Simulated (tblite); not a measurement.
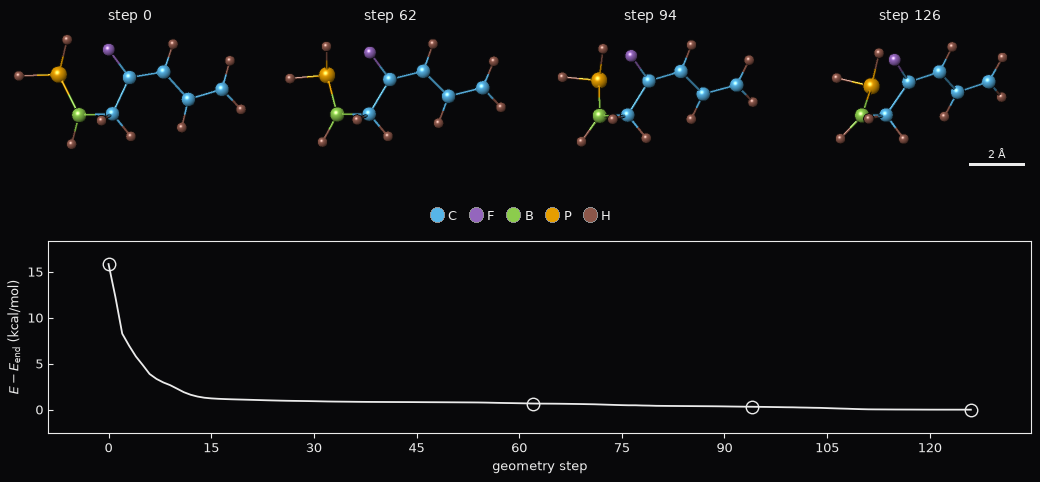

Frames of a relaxation of C$_{5}$H$_{9}$BFP, marked on the history of the run. Style: ball-and-stick. Shown at a tilt.

All numbers below come from GFN2-xTB geometry optimisation, gas phase in tblite. 

What happens along the run?

An H atom moves most after the best rigid fit: 1.64 Å. Largest moves by element: H 1.64 Å, P 1.36 Å, F 1.16 Å, C 0.77 Å, B 0.15 Å. Some distances before and after: H–P 1.472 → 1.379 Å, H–P 1.453 → 1.379 Å, B–P 1.900 → 1.856 Å, C–H 1.129 → 1.093 Å. Bond angles that change, for instance: B–P–H 114.5° → 102.6°, B–P–H 112.0° → 100.7°, C–C–H 125.3° → 116.9°. Groups turn about C–C by about 40°, B–C by about 35°. After 126 geometry steps the energy has fallen by 15.8 kcal/mol. The run took 3.1 s on 1 thread of Intel(R) Xeon(R) Processor @ 2.50GHz, with other jobs on the host. From step 0 to 62: an H atom moves most (0.52 Å), energy −15.2 kcal/mol. From step 62 to 94: an H atom moves most (0.71 Å), energy −0.35 kcal/mol. From step 94 to 126: an H atom moves most (0.67 Å), energy −0.32 kcal/mol.

```
step  E − E(0), kcal/mol
   0                0.00
   1               -3.57
   2               -7.57
   3               -8.88
   4              -10.06
   5              -10.99
   6              -11.96
   7              -12.50
   8              -12.88
   9              -13.18
  10              -13.56
  16              -14.66
  22              -14.80
  28              -14.90
  34              -14.97
  41              -15.01
  47              -15.03
  53              -15.06
  59              -15.13
  65              -15.20
  71              -15.26
  77              -15.37
  83              -15.45
  89              -15.48
  95              -15.54
 102              -15.62
 108              -15.75
 114              -15.83
 120              -15.84
 126              -15.85
```
